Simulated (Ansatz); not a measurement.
## Work function of Cd(0001): what the settings cost and change

Aim: the work function of Cd(0001) across levels of theory at one geometry.

Program: Ansatz 0.2.0. Level of theory: plane-wave DFT, PBE, Ansatz PAW, in the first sound run; inputs show where later runs differ. Results are calculated unless marked as measured.

### 1. Set-up

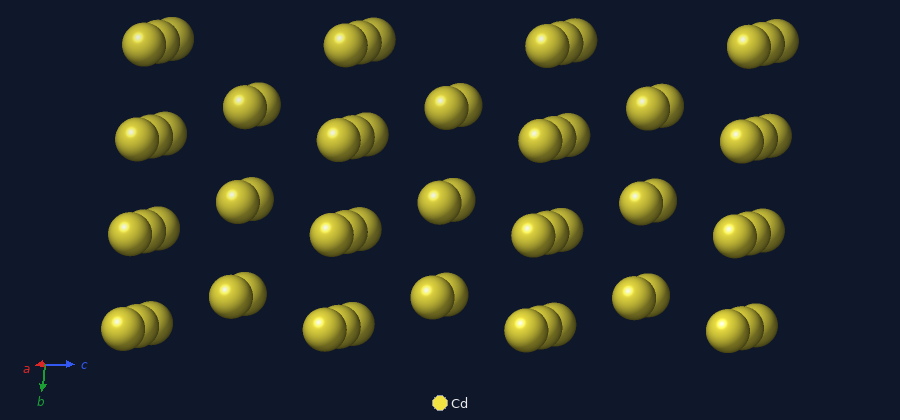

Start, viewed from the side, with the c axis across the page; cadmium yellow. 2×3×1 cells are drawn. Some periodic images of atoms are drawn too.

The cell holds 7 atoms: 7 Cd. Cell: a = 2.980 Å, b = 2.980 Å, c = 34.861 Å, α = 90.0°, β = 90.0°, γ = 60.0°. Vacuum lies along c.

### 2. Slab, setting PBE, Ansatz PAW (420 eV)

A work function rests on the faint tail of the density, so the SCF threshold is tight. PBE on the default files comes first; the next runs keep the geometry and change functional or files, each at the cutoff that its files recommend; a relaxation and, for heavy metals, spin-orbit coupling close the ladder.

input.yaml

```yaml
crystal:
  lattice:
    - [2.98, 0.0, 0.0]
    - [1.49, 2.5807557033, 0.0]
    - [0.0, 0.0, 34.86084]
  atoms:
    - { symbol: Cd, position: [0.0, 0.0, 0.2581693384] }
    - { symbol: Cd, position: [0.6666666667, 0.6666666667, 0.338779559] }
    - { symbol: Cd, position: [0.0, 0.0, 0.4193897795] }
    - { symbol: Cd, position: [0.6666666667, 0.6666666667, 0.5] }
    - { symbol: Cd, position: [0.0, 0.0, 0.5806102205] }
    - { symbol: Cd, position: [0.6666666667, 0.6666666667, 0.661220441] }
    - { symbol: Cd, position: [0.0, 0.0, 0.7418306616] }
kpoints:
  mp_grid: { grid: [16, 16, 1] }
hamiltonian:
  xc: pbe
scf:
  occupations: { method: fermi_dirac, width: 0.1 }
  convergence: { dr2_threshold: 1.0e-09 }
efield:
  axis: 3
  dipole_correction: true
  ramp_position: 0.97
  ramp_width: 0.06
output:
  write_potential: true
  write_density: true
  volumetric_format: npy
  elf: true
```

Run with:

```console
$ ansatz run input.yaml --threads 4 --pin off --max-ram 6144MiB --backend cpu --events-out ev --progress --plain --runs-dir out
```

Numbers of over 12 decimals in the logs are rounded to 6 here.

The program printed:

```text
Engine: ansatz 0.2.0, x86_64-unknown-linux-gnu
Pseudopotentials: kind: paw
Pseudopotential: Cd, paw, valence charge 20, recommended cutoff 420 eV (normal), Cd.paw.azcp
Functional definition: PBE
  parameter kappa = 0.804
  parameter beta = 0.066725
  exchange = pbe_x(kappa = kappa, mu = beta*pi^2/3)
  correlation = pbe_c(beta = beta)
Crystal: 7 atoms, lattice volume = 268.103 Å³
Basis set: ecut = 420 eV, 5097 PW (Γ)
Bands: 84, of which v1, the nominal top of the filled ones, is band 70 counted from 1 (69 counted from 0)
Symmetry: 6 space group operations
k-points: 30 of 256 (time reversal used)
Non-local potential: Cd, projectors of the file, l = 0: 3, l = 1: 2, l = 2: 2, l = 3: 1
PAW form: soft (Blöchl's): semilocal exchange-correlation on the pseudo side does not see the compensation charge
PAW one-centre angular grid: Cd, 590 points (default); XC on 64 Gauss nodes
Initial density: superposition of atomic densities (neutral atoms: chi_scale 0, normalization atom), corrected by the library's trained network
Initial wavefunctions: pseudopotential atomic-orbital guess
Functional: x = pbe(κ = 0.804, μ = 0.219515), c = pbe(β = 0.066725)
SCF iter   1: F=—  HF=-57780.958571 eV  |F-HF|=—  |Δ(HF+E_count)|=         —  Δρ=1.16e-3  dr2=4.48e-2  ethr=1.77e-3  p=0.000 e·Å  D=3.69e-13 V/Å  ΔV_dip=-0.00 eV  dr2_dipole=2.93e-7  V_vac-E_F(+/−)=3.95/3.95 eV  ⟨swp⟩=8.3  Hψ=10069  notcnv=0  defer=54
efield: sawtooth ramp at fractional position 0.9700 (set: `efield.ramp_position`, or a place that a band, a saddle search or an elastic batch's reference lends), width 0.0600; the density the first Hamiltonian is built on has a dipole p = 0.000 e·Å; the dipole correction subtracts the counter field D = 3.69e-13 V/Å, which shifts the + side's vacuum level by -0.00 eV against the − side's; the planar-averaged density in the ramp window peaks in size at 2.6e-5 e/Å³
preconditioner: auto → LDOS  [metal: Δε(μ)=0.032 eV  Ē_g=12.431 eV  σ=0.100 eV  W_gap=0.08  n_scr=44 (ndim 8)  ℏωp=20.8 eV  f_vac=0.423  D(μ)=2.02/eV (n_scr^D=12)  β→1.0]
SCF iter   2: F=—  HF=-57780.954518 eV  |F-HF|=—  |Δ(HF+E_count)|=   4.05e-3  Δρ=1.10e-3  dr2=3.15e-3  ethr=3.20e-5  p=-0.000 e·Å  D=-1.01e-5 V/Å  ΔV_dip=0.00 eV  dr2_dipole=2.06e-7  V_vac-E_F(+/−)=3.89/3.89 eV  ⟨swp⟩=2.1  Hψ=4256  notcnv=0  defer=89
SCF iter   3: F=—  HF=-57780.953996 eV  |F-HF|=—  |Δ(HF+E_count)|=   5.22e-4  Δρ=7.38e-4  dr2=1.67e-3  ethr=2.25e-6  p=-0.000 e·Å  D=-3.17e-6 V/Å  ΔV_dip=0.00 eV  dr2_dipole=3.97e-8  V_vac-E_F(+/−)=3.88/3.88 eV  ⟨swp⟩=2.0  Hψ=4475  notcnv=0  defer=89
SCF iter   4: F=—  HF=-57780.953636 eV  |F-HF|=—  |Δ(HF+E_count)|=   3.59e-4  Δρ=2.37e-4  dr2=2.59e-4  ethr=1.19e-6  p=-0.000 e·Å  D=-2.75e-7 V/Å  ΔV_dip=0.00 eV  dr2_dipole=1.66e-9  V_vac-E_F(+/−)=3.88/3.88 eV  ⟨swp⟩=2.0  Hψ=3328  notcnv=0  defer=89
SCF iter   5: F=—  HF=-57780.953596 eV  |F-HF|=—  |Δ(HF+E_count)|=   4.02e-5  Δρ=6.91e-5  dr2=1.10e-5  ethr=1.85e-7  p=0.000 e·Å  D=3.35e-7 V/Å  ΔV_dip=-0.00 eV  dr2_dipole=3.44e-12  V_vac-E_F(+/−)=3.88/3.88 eV  ⟨swp⟩=2.0  Hψ=3497  notcnv=0  defer=89
SCF iter   6: F=—  HF=-57780.953780 eV  |F-HF|=—  |Δ(HF+E_count)|=   1.84e-4  Δρ=1.20e-5  dr2=3.48e-7  ethr=7.86e-9  p=0.000 e·Å  D=1.83e-7 V/Å  ΔV_dip=-0.00 eV  dr2_dipole=1.85e-12  V_vac-E_F(+/−)=3.88/3.88 eV  ⟨swp⟩=2.0  Hψ=4115  notcnv=0  defer=89
SCF iter   7: F=—  HF=-57780.953780 eV  |F-HF|=—  |Δ(HF+E_count)|=   2.97e-8  Δρ=2.52e-6  dr2=4.51e-8  ethr=2.49e-10  p=0.000 e·Å  D=2.14e-8 V/Å  ΔV_dip=-0.00 eV  dr2_dipole=1.72e-13  V_vac-E_F(+/−)=3.88/3.88 eV  ⟨swp⟩=2.0  Hψ=4102  notcnv=0  defer=89
SCF iter   8: F=—  HF=-57780.953780 eV  |F-HF|=—  |Δ(HF+E_count)|=   2.15e-9  Δρ=6.52e-7  dr2=3.34e-9  ethr=3.22e-11  p=-0.000 e·Å  D=-5.74e-9 V/Å  ΔV_dip=0.00 eV  dr2_dipole=8.53e-13  V_vac-E_F(+/−)=3.88/3.88 eV  ⟨swp⟩=2.0  Hψ=3710  notcnv=0  defer=89
SCF iter   9: F=-57780.953780 eV  HF=-57780.953780 eV  |F-HF|=2.18e-11  |Δ(HF+E_count)|=  2.18e-11  Δρ=1.99e-7  dr2=1.80e-10  ethr=1.00e-12  p=0.000 e·Å  D=6.83e-9 V/Å  ΔV_dip=-0.00 eV  dr2_dipole=5.38e-16  V_vac-E_F(+/−)=3.88/3.88 eV  ⟨swp⟩=11.9  Hψ=9178  notcnv=0
SCF 1 converged in 9 iterations: F = -57780.953780 eV  dr2 = 1.80e-10
  greatest PAW one-centre occupation: 1.000 electrons in one spin orbital (limit 2), on the Cd atom at site 1 (counted from 0), in its partial waves of l = 0
WARN: The output density's exchange-correlation potential varies sharply where the density is thin. Do not read a vacuum level from v_tot or v_xc, or from such a field of the output density. On a cell that repeats whose density bears no net charge and no dipole along the vacuum's axis use v_es (v_loc + v_h of the components); under efield.dipole_correction with no amplitude use v_es + v_field, which holds any externa [...]
SCF converged after 9 iterations
Free energy (F): -57780.953780 eV
Harris-Foulkes:  -57780.953780 eV  (|F-HF|=2.18e-11)
Internal energy: -57780.888687 eV  (E = F + TS)
E sigma→0 (E₀):  -57780.921233 eV
Entropy (-TS):   -0.065093 eV (-9.299 meV/atom)
Fermi energy:    6.569028 eV
Dipole field:    D = 0.000000 V/Å  (p = 0.000000 e·Å, saw-weighted, corrected)
Work function:   Φ+ = 3.8771 eV   Φ− = 3.8772 eV
Levels:          The Fermi level and band energies are counted from a zero that moves with the ramp; work functions are not
--- Per-component energies (eV) ---
  E_band       = -3887.829763
  E_kinetic    = 3533.783617
  E_local      = -280552.108021  (includes V_loc(G=0)·N_el)
  E_nonlocal   = 223.715118
  E_hartree    = 139114.409542
  E_xc         = -1240.411471
  E_vxc        = -1555.897259  (∫ρ·V_xc dr)
  E_paw        = -28573.265397  (= ΣΔE_a)
  E_vpaw       = -3766.138371  (= ΣTr[D̂ρ^β])
  E_aug_tail   = 0.000101  (compensation charges beyond the density's cutoff)
  E_efield     = 0.000000  (sawtooth field / dipole correction)
  E_vefield    = 0.000000  (∫n·V_field dr)
  E_ewald      = 109712.987825
  E_smearing   = -0.065093  (= −TS)
  E_closure    = 0.000000  (closes the sum)
  Σ components = -57780.953780   (vs F -57780.953780, Δ=0.00e0)
--- Band table (eV; the first three rows and the last of 30) ---
  k-point 0: bands = [... 66 lower, -0.5285, 0.3979, 1.5051, 2.7749, 4.1831, 5.7267, 7.3454, 8.9068, ... 10 higher]
  k-point 1: bands = [... 66 lower, -0.4188, 0.5025, 1.6029, 2.8532, 4.3201, 5.8338, 7.4432, 8.9979, ... 10 higher]
  k-point 2: bands = [... 66 lower, -0.1107, 0.8030, 1.8868, 3.0873, 4.7177, 6.1530, 7.7344, 9.2692, ... 10 higher]
  k-point 29: bands = [... 66 lower, 7.1579, 7.2338, 7.5347, 7.6203, 7.8083, 7.9364, 8.1640, 8.4109, ... 10 higher]
```

Run time: 27 s. Hardware: 4 threads of Intel Xeon 6975P-C (Granite Rapids), shared host; peak memory 1.2 GiB; 88 s of CPU time.

This step gave:

* energy at zero smearing: -57780.9212 eV
* work function, upper face: 3.877 eV

Running mean over 2.81 Å of the planar mean; the ramp of the sawtooth is left out. Electron's electrostatic potential energy less the Fermi level against z:

```tsv
z (Å)	electron's electrostatic potential energy less the Fermi level (eV)
4	3.88
6	3.75
8	-2.48
10	-4.72
12	-4.74
14	-4.76
16	-4.78
18	-4.78
20	-4.77
22	-4.75
24	-4.75
26	-4.51
28	2.74
30	3.87
```

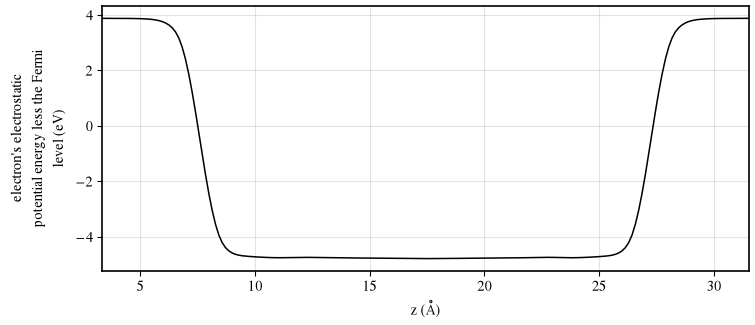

Electron's electrostatic potential energy less the Fermi level, plotted against z.

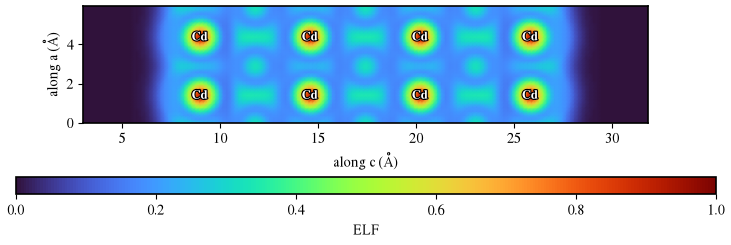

ELF in the ca plane at fractional y = 0.000, with atoms of Cd within 0.2 Å of it. It is the smooth field of the valence electrons, not physical close to the nuclei. The map starts off the cell's origin, so that atoms lie inside it. The far vacuum is left out of the map.

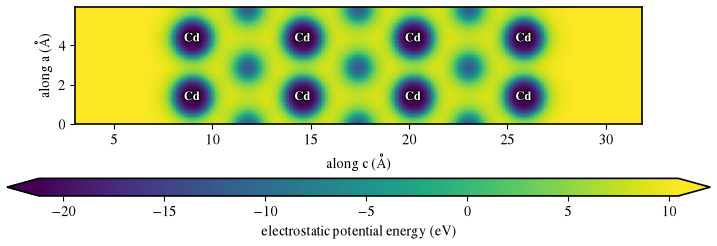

Electrostatic potential energy in the ca plane at fractional y = 0.000, with atoms of Cd within 0.2 Å of it. With pseudopotentials it is smooth inside the atoms' cores, unlike the true potential. The map starts off the cell's origin, so that atoms lie inside it. The far vacuum is left out of the map.

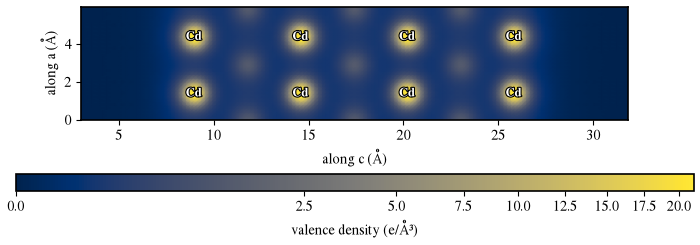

Valence density in the ca plane at fractional y = 0.000, with atoms of Cd within 0.2 Å of it. It is the smooth field of the valence electrons, not physical close to the nuclei. The map starts off the cell's origin, so that atoms lie inside it. The colour scale is stretched toward low values. The far vacuum is left out of the map.

The work function is 3.877 eV.

### 3. Run

This step: plane-wave DFT, LDA, Ansatz PAW (Ansatz 0.2.0).

input.yaml: that of step 2 with these lines changed.

```diff
@@ -16,3 +16,3 @@
 hamiltonian:
-  xc: pbe
+  xc: lda
 scf:
@@ -29,2 +29 @@
   volumetric_format: npy
-  elf: true
```

The program printed:

```text
[...]
Crystal: 7 atoms, lattice volume = 268.103 Å³
Basis set: ecut = 420 eV, 5097 PW (Γ)
Bands: 84, of which v1, the nominal top of the filled ones, is band 70 counted from 1 (69 counted from 0)
Symmetry: 6 space group operations
k-points: 30 of 256 (time reversal used)
[...]
k-point 0: bands = [... 66 lower, -0.9262, 0.0001, 1.1057, 2.3633, 3.8214, 5.3437, 6.9637, 8.5625, ... 10 higher]
  k-point 1: bands = [... 66 lower, -0.8155, 0.1047, 1.2027, 2.4405, 3.9592, 5.4515, 7.0619, 8.6540, ... 10 higher]
  k-point 2: bands = [... 66 lower, -0.5081, 0.4036, 1.4838, 2.6710, 4.3589, 5.7727, 7.3539, 8.9260, ... 10 higher]
  k-point 29: bands = [... 66 lower, 6.7588, 6.8061, 7.1062, 7.2550, 7.4349, 7.5692, 7.6798, 8.0399, ... 10 higher]
[key lines of the parts left out:]
SCF converged after 9 iterations
Free energy (F): -56824.660594 eV
Fermi energy:    6.184112 eV
Dipole field:    D = -0.000000 V/Å  (p = -0.000000 e·Å, saw-weighted, corrected)
Work function:   Φ+ = 4.2149 eV   Φ− = 4.2149 eV
```

Wall time 29 s (4 threads); peak memory 1.2 GiB; 98 s of CPU time.

The work function is 4.215 eV, +0.338 eV from the run “PBE, Ansatz PAW (420 eV)”, at 1.1 times its CPU time.

### 4. Run

This step: plane-wave DFT, PBEsol, Ansatz PAW (Ansatz 0.2.0).

input.yaml: that of step 3 with these lines changed.

```diff
@@ -16,3 +16,3 @@
 hamiltonian:
-  xc: lda
+  xc: pbesol
 scf:
```

The program printed:

```text
[...]
Crystal: 7 atoms, lattice volume = 268.103 Å³
Basis set: ecut = 420 eV, 5097 PW (Γ)
Bands: 84, of which v1, the nominal top of the filled ones, is band 70 counted from 1 (69 counted from 0)
Symmetry: 6 space group operations
k-points: 30 of 256 (time reversal used)
[...]
k-point 0: bands = [... 66 lower, -0.6950, 0.2327, 1.3422, 2.6171, 4.0166, 5.5680, 7.1963, 8.7916, ... 10 higher]
  k-point 1: bands = [... 66 lower, -0.5839, 0.3380, 1.4403, 2.6951, 4.1542, 5.6752, 7.2943, 8.8831, ... 10 higher]
  k-point 2: bands = [... 66 lower, -0.2751, 0.6389, 1.7242, 2.9279, 4.5535, 5.9949, 7.5861, 9.1553, ... 10 higher]
  k-point 29: bands = [... 66 lower, 6.9905, 7.0640, 7.3638, 7.4571, 7.6438, 7.7724, 7.9864, 8.2462, ... 10 higher]
[key lines of the parts left out:]
SCF converged after 9 iterations
Free energy (F): -57288.101229 eV
Fermi energy:    6.404553 eV
Dipole field:    D = -0.000000 V/Å  (p = -0.000001 e·Å, saw-weighted, corrected)
Work function:   Φ+ = 3.9925 eV   Φ− = 3.9925 eV
```

Run time: 28 s. Hardware: 4 threads; peak memory 1.2 GiB.

The work function is 3.992 eV, +0.115 eV from the run “PBE, Ansatz PAW (420 eV)”, at 1.1 times its CPU time.

### 5. Slab

This step: plane-wave DFT, RPBE, Ansatz PAW (Ansatz 0.2.0).

input.yaml: that of step 4 with these lines changed.

```diff
@@ -16,3 +16,3 @@
 hamiltonian:
-  xc: pbesol
+  xc: rpbe
 scf:
```

The program printed:

```text
[...]
Crystal: 7 atoms, lattice volume = 268.103 Å³
Basis set: ecut = 420 eV, 5097 PW (Γ)
Bands: 84, of which v1, the nominal top of the filled ones, is band 70 counted from 1 (69 counted from 0)
Symmetry: 6 space group operations
k-points: 30 of 256 (time reversal used)
[...]
k-point 0: bands = [... 66 lower, -0.3680, 0.5581, 1.6657, 2.9389, 4.3369, 5.8868, 7.5020, 9.0206, ... 10 higher]
  k-point 1: bands = [... 66 lower, -0.2589, 0.6627, 1.7636, 3.0176, 4.4734, 5.9937, 7.5997, 9.1114, ... 10 higher]
  k-point 2: bands = [... 66 lower, 0.0491, 0.9633, 2.0482, 3.2528, 4.8701, 6.3124, 7.8906, 9.3818, ... 10 higher]
  k-point 29: bands = [... 66 lower, 7.3182, 7.4057, 7.7057, 7.7702, 7.9606, 8.0862, 8.3554, 8.5613, ... 10 higher]
[key lines of the parts left out:]
SCF converged after 9 iterations
Free energy (F): -57838.522421 eV
Fermi energy:    6.726360 eV
Dipole field:    D = 0.000000 V/Å  (p = 0.000000 e·Å, saw-weighted, corrected)
Work function:   Φ+ = 3.7173 eV   Φ− = 3.7173 eV
```

Run time: 30 s. Hardware: 4 threads; peak memory 1.2 GiB; 1.7 min of CPU time.

The work function is 3.717 eV, -0.160 eV from the run “PBE, Ansatz PAW (420 eV)”, at 1.1 times its CPU time.

### 6. Run

This step: plane-wave DFT, r2SCAN, Ansatz PAW (Ansatz 0.2.0).

input.yaml: that of step 5 with these lines changed.

```diff
@@ -16,3 +16,3 @@
 hamiltonian:
-  xc: rpbe
+  xc: r2scan
 scf:
```

The program printed:

```text
[...]
Crystal: 7 atoms, lattice volume = 268.103 Å³
Basis set: ecut = 500 eV, 6931 PW (Γ), exchange–correlation on 96×96×1024 points (64 copies of the dense FFT grid, shifted against one another)
Bands: 84, of which v1, the nominal top of the filled ones, is band 70 counted from 1 (69 counted from 0)
Symmetry: 6 space group operations
[...]
k-point 0: bands = [... 66 lower, -0.8416, 0.1149, 1.2543, 2.5508, 4.0833, 5.6731, 7.3651, 8.9991, ... 10 higher]
  k-point 1: bands = [... 66 lower, -0.7306, 0.2217, 1.3547, 2.6328, 4.2260, 5.7857, 7.4679, 9.0946, ... 10 higher]
  k-point 2: bands = [... 66 lower, -0.4145, 0.5309, 1.6477, 2.8783, 4.6404, 6.1210, 7.7737, 9.3785, ... 10 higher]
  k-point 29: bands = [... 66 lower, 7.1516, 7.2690, 7.5785, 7.6485, 7.7849, 7.9756, 8.3383, 8.4671, ... 10 higher]
[key lines of the parts left out:]
SCF converged after 12 iterations
Free energy (F): -57877.008917 eV
Fermi energy:    6.534552 eV
Dipole field:    D = -0.000000 V/Å  (p = -0.000000 e·Å, saw-weighted, corrected)
Work function:   Φ+ = 3.9051 eV   Φ− = 3.9051 eV
```

Run time: 61 s. Hardware: 4 threads; peak memory 1.9 GiB.

The work function is 3.905 eV, +0.028 eV from the run “PBE, Ansatz PAW (420 eV)”, at 2.3 times its CPU time.

### 7. Run

This step: plane-wave DFT, PBE, JTH PAW (Ansatz 0.2.0).

input.yaml: that of step 6 with these lines changed.

```diff
@@ -16,3 +16,4 @@
 hamiltonian:
-  xc: r2scan
+  xc: pbe
+  pseudopotentials: { kind: paw, source: jth }
 scf:
```

The program printed:

```text
Error: no pseudopotential record for Cd at <dir> Nothing was run.
  By this build's list the table `kind: paw`, `source: jth` of `hamiltonian.pseudopotentials` has no Cd in this build's library.
Fix: take Cd from another table that serves this run, or name a record of your own for Cd alone.
  `kind`, and `accuracy` or `source` (`level` with this project's own files alone, `core` of norm-conserving files with no table named), under `hamiltonian.pseudopotentials` apply to every element of the deck. For PBE this build's library has files of Cd, which may not all serve this run, under
    kind: paw      source: ansatz, or accuracy: standard or stringent (the limits of `source: ansatz`: that key's Limitations)
    kind: nc       source: ansatz or spms, or accuracy: standard or stringent
  To change Cd alone, name a record of the deck's `kind` under `hamiltonian.pseudopotentials.azcp`, as `Cd: <path>` (`python -m ansatz.pseudopotential add <file.upf> <file.azcp>` makes one from a UPF file).
  `python` is the interpreter of the environment that holds the engine's wheel, or a checkout's `.venv/bin/python`.
```

Wall time 0.04 s (4 threads); peak memory 0.09 GiB.

The input was rejected at the start.

The program's message: “Error: no pseudopotential record for Cd at <dir> Nothing was run.”

### 8. Run

This step: plane-wave DFT, PBE, norm-conserving (Ansatz 0.2.0).

input.yaml: that of step 7 with these lines changed.

```diff
@@ -17,3 +17,3 @@
   xc: pbe
-  pseudopotentials: { kind: paw, source: jth }
+  pseudopotentials: { kind: nc }
 scf:
```

The program printed:

```text
[...]
Crystal: 7 atoms, lattice volume = 268.103 Å³
Basis set: ecut = 1071 eV, 21157 PW (Γ)
Bands: 84, of which v1, the nominal top of the filled ones, is band 70 counted from 1 (69 counted from 0)
Symmetry: 6 space group operations
k-points: 30 of 256 (time reversal used)
[...]
k-point 0: bands = [... 66 lower, -0.4397, 0.4867, 1.5940, 2.8638, 4.2728, 5.8164, 7.4354, 8.9964, ... 10 higher]
  k-point 1: bands = [... 66 lower, -0.3300, 0.5914, 1.6918, 2.9421, 4.4097, 5.9235, 7.5332, 9.0876, ... 10 higher]
  k-point 2: bands = [... 66 lower, -0.0220, 0.8918, 1.9756, 3.1761, 4.8075, 6.2429, 7.8245, 9.3589, ... 10 higher]
  k-point 29: bands = [... 66 lower, 7.2475, 7.3228, 7.6238, 7.7101, 7.8985, 8.0262, 8.2523, 8.5008, ... 10 higher]
[key lines of the parts left out:]
SCF converged after 9 iterations
Free energy (F): -33370.188672 eV
Fermi energy:    6.658724 eV
Dipole field:    D = 0.000000 V/Å  (p = 0.000000 e·Å, saw-weighted, corrected)
Work function:   Φ+ = 3.8763 eV   Φ− = 3.8763 eV
```

Elapsed: 1.8 min, on 4 threads; peak memory 3.5 GiB; 6.6 min of CPU time.

The work function is 3.876 eV, -0.001 eV from the run “PBE, Ansatz PAW (420 eV)”, at 4.5 times its CPU time.

[end of part 1 of 2]

[Logs are printed without paths, hosts, clocks, repeated set-up lines and the standing remarks that a program may print on its own settings, such as how far it seeks lower states.]

[Hosts, paths, dates, database ids (printed as entryN), source tags and the programs' standing remarks are cut or masked in the printed files.]

[Maps of the electrostatic potential energy from Ansatz leave out the sawtooth potential of an applied field or a dipole correction, so their vacuum need not be flat; planar profiles and work functions include it.]
